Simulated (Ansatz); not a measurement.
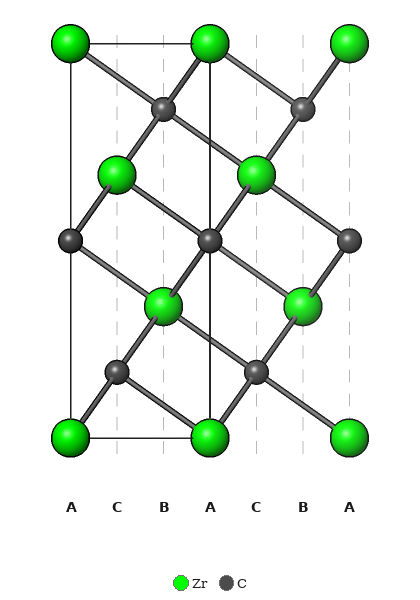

The picture looks along a close-packed row of the hexagonal mesh; [111] points upwards. The dashed lines mark the three columns A (0, 0), B (1/3, 2/3) and C (2/3, 1/3). The box is the hexagonal cell of the face-centred cubic lattice. The sequence starts with the first layer at or above the cell's origin.

ZrC (space group Fm-3m, No. 225). Coordinates: the end point of a relaxation with Ansatz 0.2.0, DFT PBE+D3(BJ), scalar-relativistic, plane waves, PAW.

> Give the sequence of layers in one repeat, with element and column.

Zr(A) – C(C) – Zr(B) – C(A) – Zr(C) – C(B) (six layers in 8.09 Å).

> How are the C layers alone stacked?

C layers alone: CAB, the cubic close-packed type.

> Which positions between or in the C layers do the other atoms fill?

Zr: three octahedral sites (per hexagonal cell).
